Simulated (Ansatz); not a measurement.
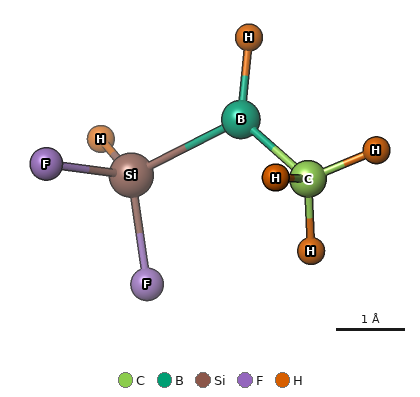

**Figure 1.** The starting structure (ball-and-stick view, seen at a tilt). Bond lengths as drawn: B–C 1.56 Å, B–H 1.22 Å, B–Si 2.03 Å, C–H 1.11 to 1.12 Å, F–Si 1.65 Å and H–Si 1.50 Å.

## Nudged elastic band of CH$_{5}$BF$_{2}$Si (part 1 of 2)

- system: CH$_{5}$BF$_{2}$Si
- method: UKS revPBE-D4/def2-SVP (Ansatz 0.2.0)

It belongs to a series of runs on one base structure; here: band between the two ends.

**Input**
```yaml
crystal:
  periodic: [false, false, false]
  atoms:
    - { symbol: C, position_ang: [-1.275525, -0.787361, 0.415219] }
    - { symbol: B, position_ang: [0.024955, -0.01298, 0.787169] }
    - { symbol: Si, position_ang: [1.309006, 0.611048, -0.654167] }
    - { symbol: F, position_ang: [1.074369, -0.266836, -2.028258] }
    - { symbol: F, position_ang: [0.901455, 2.166912, -1.016854] }
    - { symbol: H, position_ang: [-1.992529, 0.061913, 0.245896] }
    - { symbol: H, position_ang: [-1.248226, -1.3478, -0.540048] }
    - { symbol: H, position_ang: [-1.724667, -1.394959, 1.226501] }
    - { symbol: H, position_ang: [0.227274, 0.333024, 1.940251] }
    - { symbol: H, position_ang: [2.786988, 0.585939, -0.372809] }
magnetization:
  spin_polarized: true
basis:
  gaussian: { orbitals: def2-SVP }
hamiltonian:
  xc: revpbe
  dispersion: d4
neb:
  order_check: false
  images: 7
  f_tol: 0.05
  max_iterations: 60
  spring: 20.0
  final_atoms:
    - { symbol: C, position_ang: [-0.93594131, -0.34945047, 0.32556863] }
    - { symbol: B, position_ang: [0.62891679, -0.05246704, 0.88788289] }
    - { symbol: Si, position_ang: [0.97833723, 0.48512359, -0.95847651] }
    - { symbol: F, position_ang: [1.01551755, -0.54270355, -2.23018654] }
    - { symbol: F, position_ang: [0.40993871, 1.8647423, -1.62804269] }
    - { symbol: H, position_ang: [-1.51314084, 0.5196362, -0.05476768] }
    - { symbol: H, position_ang: [-1.05683121, -1.19660596, -0.38053084] }
    - { symbol: H, position_ang: [-1.43324679, -0.65419645, 1.27321702] }
    - { symbol: H, position_ang: [1.26387311, -1.0567657, 1.16400405] }
    - { symbol: H, position_ang: [0.72567677, 0.93158709, 1.60423167] }
  initial_path:
    images:
      - { positions_ang: [[-1.275525, -0.787361, 0.415219], [0.024955, -0.01298, 0.787169], [1.309006, 0.611048, -0.654167], [1.074369, -0.266836, -2.028258], [0.901455, 2.166912, -1.016854], [-1.992529, 0.061913, 0.245896], [-1.248226, -1.3478, -0.540048], [-1.724667, -1.394959, 1.226501], [0.227274, 0.333024, 1.940251], [2.786988, 0.585939, -0.372809]] }
      - { positions_ang: [[-1.24795232, -0.74446781, 0.41271106], [0.09226401, -0.04620923, 0.74340749], [1.29635123, 0.62954898, -0.70209746], [1.16181452, -0.2903257, -2.06057755], [0.80796408, 2.15181957, -1.09101322], [-1.9494199, 0.13086148, 0.2185656], [-1.24884998, -1.33862272, -0.51048861], [-1.68644143, -1.2973995, 1.25050009], [0.37827741, 0.17218971, 1.87936352], [2.47909238, 0.58150522, -0.13747091]] }
      - { positions_ang: [[-1.22037964, -0.70157462, 0.41020313], [0.15957301, -0.07943847, 0.69964599], [1.28369647, 0.64804997, -0.75002793], [1.24926003, -0.31381541, -2.0928971], [0.71447315, 2.13672715, -1.16517244], [-1.90631079, 0.19980996, 0.19123519], [-1.24947395, -1.32944545, -0.48092922], [-1.64821587, -1.19983999, 1.27449917], [0.52928083, 0.01135541, 1.81847605], [2.17119677, 0.57707144, 0.09786717]] }
      - { positions_ang: [[-1.19280696, -0.65868143, 0.40769519], [0.22688202, -0.1126677, 0.65588448], [1.2710417, 0.66655095, -0.79795839], [1.33670555, -0.33730511, -2.12521665], [0.62098223, 2.12163472, -1.23933167], [-1.86320169, 0.26875844, 0.16390479], [-1.25009793, -1.32026817, -0.45136983], [-1.6099903, -1.10228049, 1.29849826], [0.68028424, -0.14947888, 1.75758857], [1.86330115, 0.57263766, 0.33320526]] }
      - { positions_ang: [[-1.16523428, -0.61578824, 0.40518725], [0.29419102, -0.14589694, 0.61212297], [1.25838694, 0.68505194, -0.84588885], [1.42415106, -0.36079481, -2.1575362], [0.5274913, 2.1065423, -1.31349089], [-1.82009258, 0.33770692, 0.13657438], [-1.2507219, -1.31109089, -0.42181044], [-1.57176474, -1.00472098, 1.32249734], [0.83128765, -0.31031317, 1.69670109], [1.55540554, 0.56820388, 0.56854334]] }
      - { positions_ang: [[-1.10791104, -0.5492038, 0.3852826], [0.37787246, -0.12253947, 0.68106295], [1.18837451, 0.63506985, -0.87403577], [1.32199268, -0.406272, -2.17569879], [0.49810315, 2.0460923, -1.39212884], [-1.74335465, 0.38318924, 0.08873887], [-1.20224923, -1.28246966, -0.41149054], [-1.53713525, -0.91708985, 1.31017726], [0.93943402, -0.4969263, 1.56352683], [1.34797335, 0.65904968, 0.82746543]] }
      - { positions_ang: [[-1.0505878, -0.48261936, 0.36537794], [0.46155391, -0.09918199, 0.75000293], [1.11836208, 0.58508776, -0.90218268], [1.21983431, -0.45174918, -2.19386137], [0.468715, 1.9856423, -1.47076679], [-1.66661671, 0.42867156, 0.04090335], [-1.15377656, -1.25384843, -0.40117064], [-1.50250576, -0.82945871, 1.29785718], [1.04758038, -0.68353943, 1.43035257], [1.14054116, 0.74989548, 1.08638751]] }
      - { positions_ang: [[-0.99326456, -0.41603491, 0.34547329], [0.54523535, -0.07582452, 0.81894291], [1.04834966, 0.53510568, -0.9303296], [1.11767593, -0.49722637, -2.21202396], [0.43932685, 1.9251923, -1.54940474], [-1.58987877, 0.47415388, -0.00693216], [-1.10530388, -1.22522719, -0.39085074], [-1.46787628, -0.74182758, 1.2855371], [1.15572674, -0.87015257, 1.29717831], [0.93310896, 0.84074128, 1.34530959]] }
      - { positions_ang: [[-0.93594131, -0.34945047, 0.32556863], [0.62891679, -0.05246704, 0.88788289], [0.97833723, 0.48512359, -0.95847651], [1.01551755, -0.54270355, -2.23018654], [0.40993871, 1.8647423, -1.62804269], [-1.51314084, 0.5196362, -0.05476768], [-1.05683121, -1.19660596, -0.38053084], [-1.43324679, -0.65419645, 1.27321702], [1.26387311, -1.0567657, 1.16400405], [0.72567677, 0.93158709, 1.60423167]] }
```

Run on 2 threads of Intel Xeon @ 2.50GHz (Skylake/Cascade Lake), 16 GiB of memory available, shared host.

Run as:
```bash
ansatz run input.yaml --threads 2 --pin off --max-ram 3072MiB --backend cpu --events-out ev --progress --plain --runs-dir out
```

**The program's output**
```
Engine: ansatz 0.2.0, x86_64-unknown-linux-gnu
Functional definition: revPBE
  parameter kappa = 1.245
  parameter beta = 0.06672455060314922
  exchange = pbe_x(kappa = kappa, mu = beta*pi^2/3)
  correlation = pbe_c(beta = beta)
1094 factors; their error is unknown
mean field evaluation 1: about -15088.5071 eV, gradient 4.3e1 eV
mean field evaluation 2: about -15074.3328 eV, gradient 7.3e1 eV
mean field evaluation 4: about -15096.4765 eV, gradient 4.3e0 eV
mean field evaluation 8: about -15096.5604 eV, gradient 8.4e-2 eV
mean field evaluation 16: about -15096.4941 eV, gradient 2.9e-5 eV
mean field -15096.49413094 eV, -554.7859265409 hartree, gradient 2.9e-5 eV, S^2 0.000000; 0 other end points of the search recorded, 0 dependent functions left out
the calculation of the forces begins
reference -15096.49417508 eV, -554.7859281628 hartree; 24, 24 occupied and 75, 75 virtual orbitals, 1094 factors
1094 factors; their error is unknown
mean field evaluation 32: about -15096.0800 eV, gradient 1.6e-3 eV
mean field -15096.07995800 eV, -554.7707059659 hartree, gradient 5.4e-5 eV, S^2 0.000000; 0 other end points of the search recorded, 0 dependent functions left out
[... from here on the field's lines of each further geometry are left out, up to the last ...]
NEB iter   1: max|band force component| = 7.236e0 eV/Å  barrier→ = 4.2331 eV  barrier← = 3.8920 eV  Δτ_max = 0.1988 Å  (552 SCF iters)
NEB iter   2: max|band force component| = 2.876e0 eV/Å  barrier→ = 3.2519 eV  barrier← = 2.9108 eV  Δτ_max = 0.1980 Å  (365 SCF iters)
NEB iter   3: max|band force component| = 1.744e0 eV/Å  barrier→ = 2.5097 eV  barrier← = 2.1686 eV  Δτ_max = 0.1980 Å  (247 SCF iters)
NEB iter   4: max|band force component| = 2.543e0 eV/Å  barrier→ = 2.1204 eV  barrier← = 1.7794 eV  Δτ_max = 0.0995 Å  (248 SCF iters)
NEB iter   5: max|band force component| = 2.036e0 eV/Å  barrier→ = 1.6936 eV  barrier← = 1.3525 eV  Δτ_max = 0.2000 Å  (223 SCF iters)
NEB iter   6: max|band force component| = 1.265e0 eV/Å  barrier→ = 1.4708 eV  barrier← = 1.1297 eV  Δτ_max = 0.1966 Å  (227 SCF iters)
NEB iter   7: max|band force component| = 1.956e0 eV/Å  barrier→ = 1.4332 eV  barrier← = 1.0921 eV  Δτ_max = 0.0998 Å  (231 SCF iters)
NEB iter   8: max|band force component| = 1.134e0 eV/Å  barrier→ = 1.2474 eV  barrier← = 0.9064 eV  Δτ_max = 0.1006 Å  (220 SCF iters)
NEB iter   9: max|band force component| = 6.386e-1 eV/Å  barrier→ = 1.1219 eV  barrier← = 0.7809 eV  Δτ_max = 0.0999 Å  (221 SCF iters)
NEB iter  10: max|band force component| = 7.632e-1 eV/Å  barrier→ = 0.9886 eV  barrier← = 0.6475 eV  Δτ_max = 0.0494 Å  (218 SCF iters)
NEB iter  11: max|band force component| = 5.341e-1 eV/Å  barrier→ = 0.9325 eV  barrier← = 0.5914 eV  Δτ_max = 0.0996 Å  (217 SCF iters)
NEB iter  12: max|band force component| = 5.059e-1 eV/Å  barrier→ = 0.8286 eV  barrier← = 0.4875 eV  Δτ_max = 0.2000 Å  (219 SCF iters)
NEB iter  13: max|band force component| = 9.249e-1 eV/Å  barrier→ = 0.6645 eV  barrier← = 0.3235 eV  Δτ_max = 0.1009 Å  (226 SCF iters)
NEB iter  14: max|band force component| = 6.637e-1 eV/Å  barrier→ = 0.5290 eV  barrier← = 0.1880 eV  Δτ_max = 0.1930 Å  (216 SCF iters)
NEB iter  15: max|band force component| = 2.807e0 eV/Å  barrier→ = 0.5741 eV  barrier← = 0.2331 eV  Δτ_max = 0.0570 Å  (220 SCF iters)
NEB iter  16: max|band force component| = 1.777e0 eV/Å  barrier→ = 0.4122 eV  barrier← = 0.0711 eV  Δτ_max = 0.1975 Å  (216 SCF iters)
NEB iter  17: max|band force component| = 1.157e0 eV/Å  barrier→ = 0.5336 eV  barrier← = 0.1925 eV  Δτ_max = 0.1976 Å  (232 SCF iters)
NEB iter  18: max|band force component| = 1.395e0 eV/Å  barrier→ = 1.0378 eV  barrier← = 0.6968 eV  Δτ_max = 0.2000 Å  (228 SCF iters)
NEB iter  19: max|band force component| = 1.021e0 eV/Å  barrier→ = 1.3006 eV  barrier← = 0.9595 eV  Δτ_max = 0.1927 Å  (227 SCF iters)
NEB iter  20: max|band force component| = 1.581e0 eV/Å  barrier→ = 1.0054 eV  barrier← = 0.6643 eV  Δτ_max = 0.0986 Å  (221 SCF iters)
NEB iter  21: max|band force component| = 2.456e0 eV/Å  barrier→ = 0.9876 eV  barrier← = 0.6466 eV  Δτ_max = 0.0494 Å  (208 SCF iters)
NEB iter  22: max|band force component| = 1.576e0 eV/Å  barrier→ = 0.8095 eV  barrier← = 0.4685 eV  Δτ_max = 0.0983 Å  (214 SCF iters)
NEB iter  23: max|band force component| = 5.698e-1 eV/Å  barrier→ = 0.6472 eV  barrier← = 0.3061 eV  Δτ_max = 0.2000 Å  (217 SCF iters)
NEB iter  24: max|band force component| = 9.665e-1 eV/Å  barrier→ = 0.5255 eV  barrier← = 0.1844 eV  Δτ_max = 0.0987 Å  (216 SCF iters)
NEB iter  25: max|band force component| = 7.211e-1 eV/Å  barrier→ = 0.3788 eV  barrier← = 0.0377 eV  Δτ_max = 0.1963 Å  (209 SCF iters)
NEB iter  26: max|band force component| = 6.621e-1 eV/Å  barrier→ = 0.3636 eV  barrier← = 0.0225 eV  Δτ_max = 0.1997 Å  (221 SCF iters)
NEB iter  27: max|band force component| = 1.804e0 eV/Å  barrier→ = 0.3577 eV  barrier← = 0.0166 eV  Δτ_max = 0.1993 Å  (215 SCF iters)
NEB iter  28: max|band force component| = 2.640e0 eV/Å  barrier→ = 0.3598 eV  barrier← = 0.0187 eV  Δτ_max = 0.1984 Å  (218 SCF iters)
NEB iter  29: max|band force component| = 3.663e0 eV/Å  barrier→ = 0.3527 eV  barrier← = 0.0117 eV  Δτ_max = 0.1952 Å  (209 SCF iters)
NEB iter  30: max|band force component| = 3.115e0 eV/Å  barrier→ = 0.3560 eV  barrier← = 0.0149 eV  Δτ_max = 0.1970 Å  (217 SCF iters)
NEB iter  31: max|band force component| = 1.966e0 eV/Å  barrier→ = 0.3598 eV  barrier← = 0.0187 eV  Δτ_max = 0.1950 Å  (210 SCF iters)
NEB iter  32: max|band force component| = 1.680e0 eV/Å  barrier→ = 0.3673 eV  barrier← = 0.0262 eV  Δτ_max = 0.2000 Å  (218 SCF iters)
NEB iter  33: max|band force component| = 8.677e-1 eV/Å  barrier→ = 0.3762 eV  barrier← = 0.0351 eV  Δτ_max = 0.1067 Å  (215 SCF iters)
NEB iter  34: max|band force component| = 2.289e-1 eV/Å  barrier→ = 0.3787 eV  barrier← = 0.0376 eV  CI = image 7  Δτ_max = 0.2000 Å  (218 SCF iters)
NEB iter  35: max|band force component| = 7.077e-1 eV/Å  barrier→ = 0.3804 eV  barrier← = 0.0393 eV  CI = image 7  Δτ_max = 0.0997 Å  (223 SCF iters)
NEB iter  36: max|band force component| = 1.255e-1 eV/Å  barrier→ = 0.3805 eV  barrier← = 0.0394 eV  CI = image 7  Δτ_max = 0.0373 Å  (220 SCF iters)
NEB iter  37: max|band force component| = 1.416e-1 eV/Å  barrier→ = 0.3805 eV  barrier← = 0.0394 eV  CI = image 7  Δτ_max = 0.0188 Å  (218 SCF iters)
NEB iter  38: max|band force component| = 7.954e-2 eV/Å  barrier→ = 0.3804 eV  barrier← = 0.0393 eV  CI = image 7  Δτ_max = 0.0188 Å  (196 SCF iters)
NEB iter  39: max|band force component| = 6.344e-2 eV/Å  barrier→ = 0.3804 eV  barrier← = 0.0393 eV  CI = image 7  Δτ_max = 0.0376 Å  (203 SCF iters)
the calculation of the forces begins
reference -15096.21434239 eV, -554.7756445012 hartree; 24, 24 occupied and 75, 75 virtual orbitals, 1094 factors
1094 factors; their error is unknown
mean field -15096.07656089 eV, -554.7705811244 hartree, gradient 2.0e-5 eV, S^2 0.000000; 1 other end points of the search recorded, 0 dependent functions left out
the calculation of the forces begins
reference -15096.07660267 eV, -554.7705826599 hartree; 24, 24 occupied and 75, 75 virtual orbitals, 1094 factors
NEB iter  40: max|band force component| = 3.762e-2 eV/Å  barrier→ = 0.3804 eV  barrier← = 0.0393 eV  CI = image 7  Δτ_max = 0.0000 Å  (423 SCF iters)
```
